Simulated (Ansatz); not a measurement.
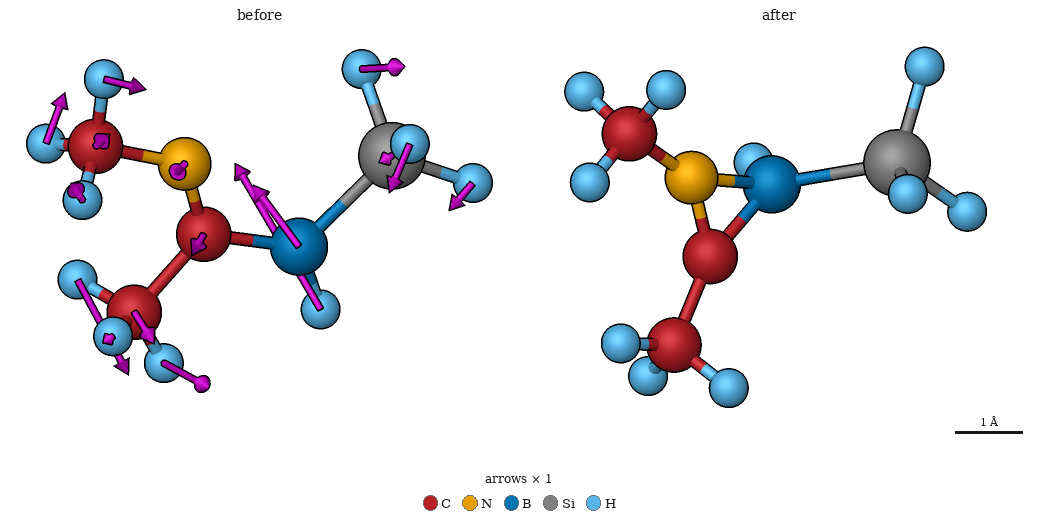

The structure of C3H10BNSi before (left) and after (right) a relaxation, at one scale. The purple arrows give the displacements, at their true length.

A ball-and-stick model, seen at a tilt.

The run prepares an end point of a later path (torsion) calculation, from a guessed geometry.

The calculation used RKS PBE0-D4/def2-SVP (Ansatz 0.2.0).

Input
```yaml
crystal:
  periodic: [false, false, false]
  atoms:
    - { symbol: C, position_ang: [0.5167, -2.0757, 1.0043] }
    - { symbol: "N", position_ang: [-0.0755, -0.7301, 0.6762] }
    - { symbol: C, position_ang: [0.2267, -0.0262, -0.3723] }
    - { symbol: C, position_ang: [1.3447, -0.5069, -1.371] }
    - { symbol: B, position_ang: [-0.4148, 1.3706, -0.585] }
    - { symbol: Si, position_ang: [-1.7286, 2.0945, 0.6865] }
    - { symbol: H, position_ang: [0.2585, -2.7498, 0.1856] }
    - { symbol: H, position_ang: [1.6059, -1.95, 1.1324] }
    - { symbol: H, position_ang: [0.0117, -2.378, 1.9757] }
    - { symbol: H, position_ang: [1.4246, 0.2215, -2.1604] }
    - { symbol: H, position_ang: [0.9098, -1.4666, -1.802] }
    - { symbol: H, position_ang: [2.2681, -0.6779, -0.8536] }
    - { symbol: H, position_ang: [-0.1795, 2.0624, -1.5218] }
    - { symbol: H, position_ang: [-2.9008, 1.1726, 0.7737] }
    - { symbol: H, position_ang: [-2.1829, 3.3868, 0.239] }
    - { symbol: H, position_ang: [-1.1076, 2.23, 2.0369] }
basis:
  gaussian: { orbitals: def2-SVP }
hamiltonian:
  xc: pbe0
  dispersion: d4
relax:
  f_tol: 0.015
  max_steps: 40
```

Run as
```bash
ansatz run input.yaml --threads 2 --pin off --max-ram 3072MiB --backend cpu --events-out ev --progress --plain --runs-dir out
```

Question: What changed between the two?

Answer: The relaxation stopped without meeting its thresholds, so the last structure isn't shown to be converged. It used up its limit of 40 steps. The atom that moves furthest after the best rigid fit is H13 (2.67 Å). By element the largest moves are H 2.67 Å, B 1.20 Å, C 0.66 Å, N 0.58 Å, Si 0.28 Å. Near-neighbour distances that change, for instance: N2–B5 2.474 → 1.602 Å, C3–C4 1.574 → 1.472 Å, C1–N2 1.506 → 1.429 Å, Si6–H15 1.441 → 1.503 Å. Among the angles between lasting bonds that change: N2–C3–B5 120.2° → 67.4°, C4–C3–B5 118.8° → 158.6°, C1–N2–C3 124.7° → 138.1°. Groups turn about C3–B5 by about 90°, B5–Si6 by about 70°, C3–C4 by about 55°. The energy falls by 95.6 kJ/mol in 38 accepted moves (39 points after the start). Largest force component: 3.2 eV/Å at the start, 0.088 eV/Å at the end. The line search rejected the trial step at point 37 of the run. The forces were under the threshold at step 7, but the run went on from there. Cost: 110 s on 2 threads of Intel(R) Xeon(R) 6975P-C (Granite Rapids), on a shared host, peak memory 0.41 GiB.
